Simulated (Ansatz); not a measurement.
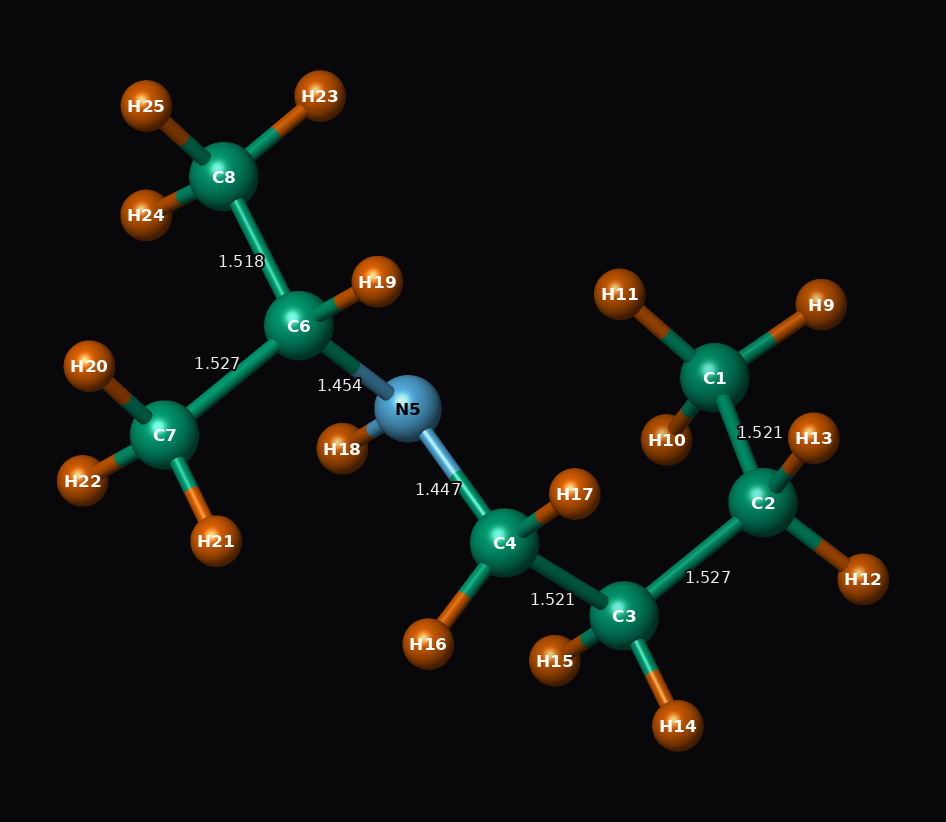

The numbers beside the sticks are distances in Å. Sticks don't show bond order. Computed geometry: PBE0-D4/def2-TZVP optimisation. No frequency run is at hand to confirm it as a minimum.

Q: Assign a bond order to each marked bond.

A: C1–C2 single; C2–C3 single; C3–C4 single; C4–N5 single; N5–C6 single; C6–C7 single; C6–C8 single.

Q: Write the SMILES.

A: CCCCNC(C)C
